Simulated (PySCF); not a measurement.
# GaI3, SMILES `I[Ga](I)I`: electronic structure

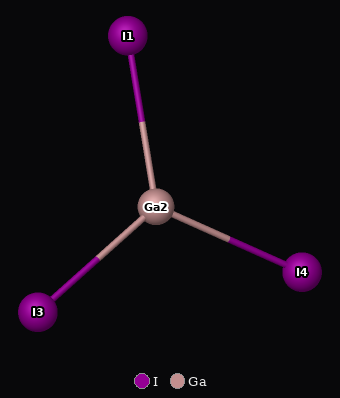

The molecule, with its atoms numbered as below. No frequency check shows the geometry to be a minimum.

Geometry (Å), atoms numbered from 1:

```
I1       1.2889   -2.1513    0.0000
Ga2     -0.0007    0.0000    0.0000
I3       1.2189    2.1917    0.0000
I4      -2.5074   -0.0404    0.0000
```

## 1. Bonding charge

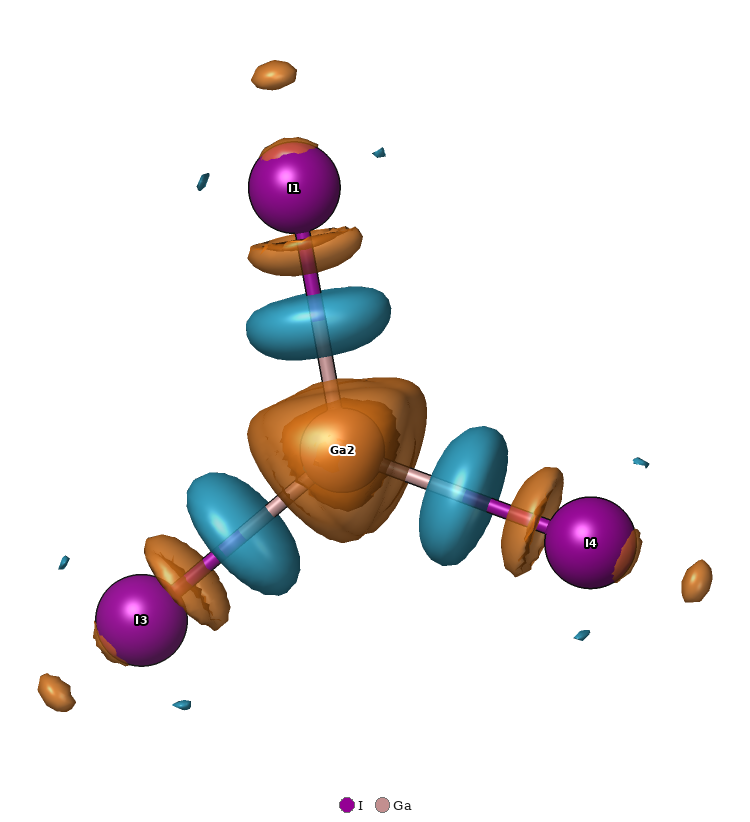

Deformation density (molecule less spherical, spin-averaged free atoms at the same positions), surfaces at ±0.04 e/Å³; light blue: gain, orange: loss.

Computed with PySCF, PBE/def2-TZVP, geometry: GFN2-xTB. Core potentials replace the inner electrons of I; spin–orbit coupling isn't included.

**Describe the bonding that the map shows.**

Ga2–I4, I1–Ga2 and Ga2–I3: +0.09 e/Å³ at the bond critical point (bond length 2.51 Å, Mayer order 1.1). In all, 0.8 electrons gather in the regions of gain relative to the promolecule. A small or negative value marks a very polar bond, one between electron-rich atoms, whose free-atom densities already overlap strongly, a long bond to a heavier atom, or a closed-shell contact such as a hydrogen bond.

**Where do the Hirshfeld charges lie?**

The highest Hirshfeld charge is on Ga2 (+0.27 e), the lowest on I1, I3 and I4 (−0.09 e).

```tsv
atom	charge (e)
I1	−0.09
Ga2	+0.27
I3	−0.09
I4	−0.09
```

## 2. Bond critical points

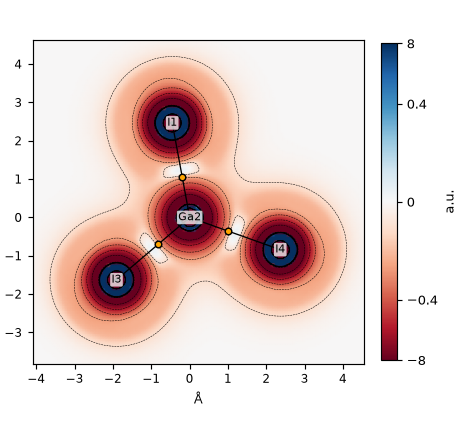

Negative Laplacian of the density (−∇²ρ) in the molecular plane (blue positive, red negative, colour scale in a.u., logarithmic beyond ±0.04), with bond paths and bond critical points (dots).

**Sort the bonds in the plane by the sign of ∇²ρ at their critical points.**

At none is it concentrated. Depleted (∇²ρ > 0): Ga2–I4, I1–Ga2 and Ga2–I3 (+0.04 a.u., H = −0.026).

**Where along Ga2–I4 does the critical point lie?**

1.07 Å from Ga2 and 1.44 Å from I4.

## 3. Electrostatic potential

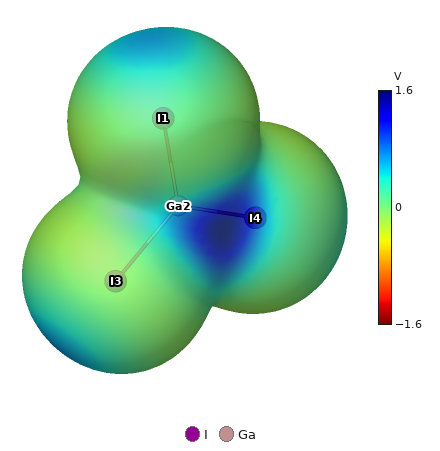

Electrostatic potential on the surface of electron density 0.001 a.u.

**Where are the extremes of the potential on the surface?**

Highest: 1.57 V, off the molecular plane, over Ga2 (2.1 Å). Further maxima include 0.66 V, 2.3 Å from I3, and at like points elsewhere. Lowest: −0.20 V, 2.4 Å from I3, and at like points elsewhere. The surface is sampled at points, so like sites can differ by a few per cent and only the strongest of them is named.

**Does I3 carry a σ-hole?**

Yes: a local maximum of +0.66 V lies on the extension of the Ga2–I3 bond.

**What volume does the surface enclose, and what is the dipole moment?**

About 182 Å³; the dipole moment is 0.0 D.

## 4. In an electric field

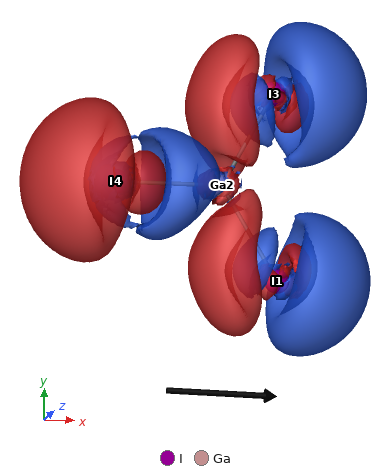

Change of the electron density in a uniform field of 0.21 V/Å along +x (arrow), surfaces at ±0.001 e/Å³ (red: gain, blue: loss).

PySCF calculation, PBE/def2-TZVP, gas phase; geometry: GFN2-xTB. Core potentials replace the inner electrons of I; spin–orbit coupling isn't included. A basis without diffuse functions makes polarisabilities too small.

**What dipole is induced, and what polarisability does it imply?**

The induced dipole is 1.66 D (along the field); α along this axis, from the fields in both directions, is 163 bohr³ (24.2 Å³).

**Which atoms gain and lose the most charge?**

Electrons gather most on I4 (Hirshfeld charge changes by −0.050 e) and leave I1 and I3 alike most (+0.026 e); 0.097 electrons are displaced in all.

## 5. Removing or adding an electron

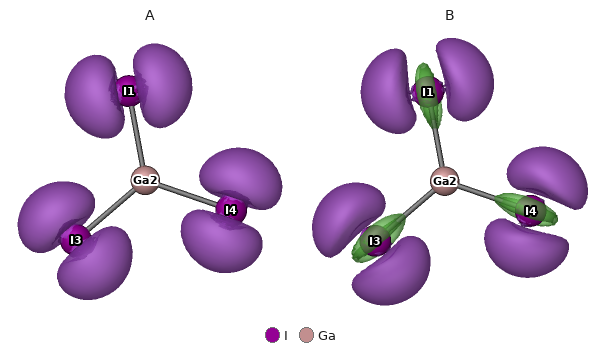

The Fukui function f⁻ from two separate SCF calculations and the density of the HOMO, at ±0.01 e/Å³ (purple positive, green negative).

**Which panel is which, and how good is the frozen-orbital picture?**

B is f⁻ (it has negative regions), A the HOMO density. The HOMO lies on I1, I3 and I4 (32 % each); f⁻ (Hirshfeld-condensed) is largest on I1, I3 and I4 (0.31 each); the vertical ionisation energy is 8.96 eV (the stability of the cation's solution wasn't checked). Relaxation shifts 3 % of the electron between atoms. The orbital energy is −6.65 eV.

The PySCF runs shown took 38 s, 91 s and 2.4 min on 1 thread of Arm Neoverse V2, on a shared host.
